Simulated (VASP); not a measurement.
Band structure of Zn (hcp). Level of theory: rev-vdW-DF2, VASP's PBE PAW potentials (set 64) (plane waves; VASP 6.6.1).

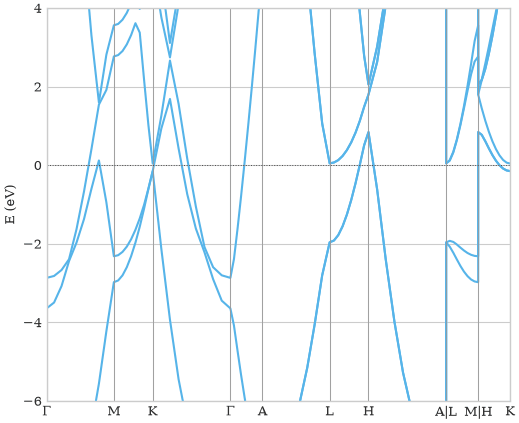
Figure: Bands along high-symmetry lines, zero at the valence-band maximum or, without a gap, the Fermi level

Task: Read the plot: is there a gap, and where are the band edges?

Result: It has no gap at this level: it comes out as a metal or semimetal. (Edges off the drawn lines would not show.)

The compound is Zn in the hcp structure. It was relaxed first.
